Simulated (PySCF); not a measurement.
# C2H6Cu (CuMe2): the cost of one run

Computed with PySCF 2.14.0 and routines of our own; the level stands in each step. Atoms count from 0.

## 1. The starting structure

9 atoms, charge 0, states of the metal's open shell are computed; geometry from: GFN2-xTB, shaken.

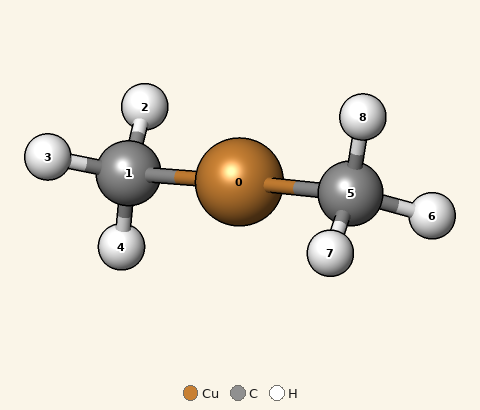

The starting geometry (copper orange, carbon grey, hydrogen white); sticks join atoms by distance alone.

## 2. Relaxing the molecule at B3LYP-D3(BJ)/def2-SVP

What the job is given:

```
{"job": {"xc": "B3LYP", "basis": "def2-SVP", "d3": "d3bj", "grid": 1, "maxiter": 40, "kind": "geom"}, "charge": 0, "metal": "Cu", "open_shell": "d9"}
Cu    -0.000360     0.004300    -0.004000
C     -0.016840    -0.021090     2.031140
H     -0.436510     0.921640     2.458150
H      0.998460    -0.095260     2.466540
H     -0.581530    -0.866090     2.451530
C      0.013850    -0.005840    -2.052800
H     -1.040090     0.000040    -2.489080
H      0.508280    -0.881470    -2.461080
H      0.515290     0.893630    -2.490010
```

Command:

```
$ OMP_NUM_THREADS=1 python lf_run.py task.json out
```

This one command runs all jobs of the session in turn.

**Question.** How long does this first job take on 1 thread of Intel Xeon 6975P-C, shared host, and how much memory does it need?

About 34 s, with a peak of 0.36 GiB.
